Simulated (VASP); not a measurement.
Data:

```xyz
2
Lattice="0.0000 2.3567 2.3567 2.3567 0.0000 2.3567 2.3567 2.3567 0.0000" Properties=species:S:1:pos:R:3 pbc="T T T"
Zr     0.0000     0.0000     0.0000
C      2.3567     2.3567     2.3567
```

Method: r2SCAN meta-GGA, VASP's PBE PAW potentials (set 64) (plane waves; VASP). Settings: 520 eV cut-off, 15×15×15 Γ-centred mesh, tetrahedra with Blöchl corrections, potentials Zr_sv C.

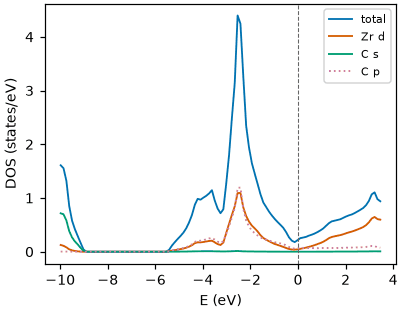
Figure: Total and projected density of states, zero at the Fermi level

Within 2 eV below the Fermi level the largest weight inside VASP's projection spheres is C p, then Zr d.

It has no gap at this level: it comes out as a metal or semimetal.

The compound is ZrC in the rock salt structure. It was relaxed first.
